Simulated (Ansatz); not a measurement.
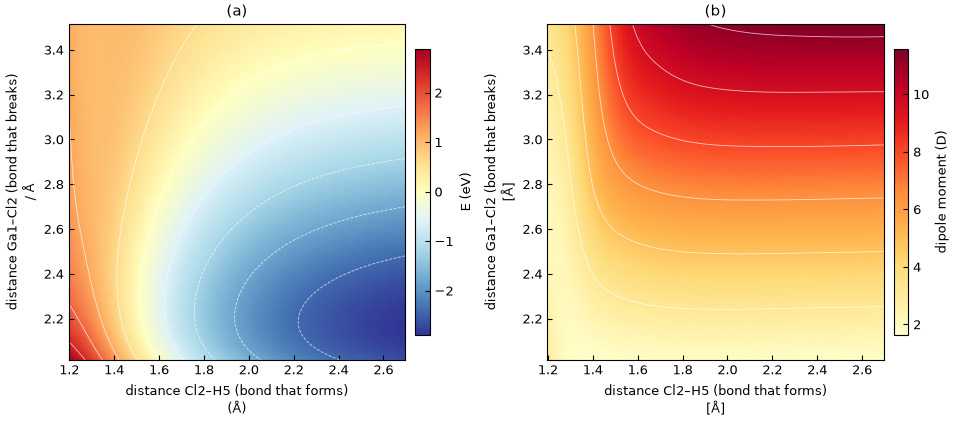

The reacting system CH5ClGaN (fragments CH₅ClGaN where the first distance is long, CH₄GaN + ClH where the second is long). Coordinates scanned: (1) distance Cl2–H5 (bond that forms); (2) distance Ga1–Cl2 (bond that breaks). Relaxed at each point: all other coordinates. The scan uses an 11 × 11 grid. Points are written as (first, second). Energies: eV, counted from a guessed transition structure relaxed with its forming and breaking bonds held. The reference is spin-restricted, so regions where a bond is pulled apart into radicals lie too high. Method: RHF/def2-SVP in Ansatz 0.2.0.

Panel (a) is the energy and panel (b) the computed dipole moment on the same grid.

The picture shows a smooth colour map with a few white contour lines. Between grid points the surface is interpolated.

> How does the dipole moment vary over the map, and what is it at the lowest grid point?

Leaving out the highest fifth of the energies, it runs from 1.7 D at (2.697 Å, 2.016 Å) to 11.6 D at (2.697 Å, 3.516 Å). At the lowest grid point, (2.697 Å, 2.217 Å), it is 3.0 D. That point lies on the edge of the scan.

```csv
"second ↓, first →",1.197,1.281,1.398,1.530,1.674,1.828,1.989,2.157,2.332,2.512,2.697
3.516,3.4,4.2,6.3,9.0,10.3,11.0,11.3,11.5,11.5,11.6,11.6
3.331,3.1,3.8,6.0,8.4,9.5,10.0,10.3,10.4,10.4,10.4,10.4
3.151,2.7,3.5,5.7,7.8,8.6,9.0,9.2,9.2,9.2,9.2,9.2
2.976,2.5,3.2,5.3,7.0,7.6,7.9,8.0,8.0,8.0,8.0,8.0
2.808,2.3,2.9,4.8,6.1,6.6,6.8,6.9,6.9,6.9,6.9,6.9
2.647,2.2,2.6,4.3,5.2,5.6,5.8,5.8,5.8,5.8,5.8,5.8
2.493,2.3,2.3,3.6,4.3,4.6,4.8,4.8,4.8,4.8,4.8,4.8
2.349,2.4,2.1,3.0,3.5,3.8,3.9,3.9,3.9,3.9,3.8,3.8
2.217,2.7,2.0,2.4,2.8,3.0,3.0,3.0,3.0,3.0,3.0,3.0
2.100,2.9,1.9,1.9,2.2,2.3,2.3,2.3,2.3,2.3,2.3,2.2
2.016,3.1,1.9,1.7,1.8,1.8,1.8,1.8,1.8,1.8,1.7,1.7
```
